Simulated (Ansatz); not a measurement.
The starting structures come from a database of crystals and need not be the phases stable at ambient conditions.

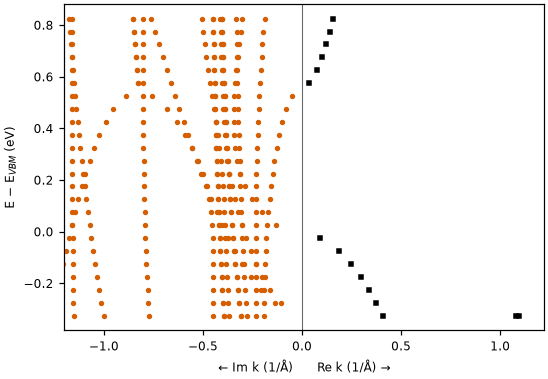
*Complex bands at the centre of the two-dimensional zone; Ansatz (an electronic-structure program) with PBEsol*

The gap is the functional's own, uncorrected, and κ follows it; spin-orbit coupling is left out. Mid-gap values are interpolated between the computed energies.

Question: This is WO₃ (P4/nmm, not sure to be the ambient phase, 8 atoms a cell, 14.0 Å³ an atom, -2 GPa at this level) along the normal of (111). Read off the slowest decay at the centre of the two-dimensional zone at 0.28 eV, the computed energy nearest the middle of the gap.

Answer: κ ≈ 0.14 1/Å, a decay length 1/(2κ) of the density of 3.6 Å.
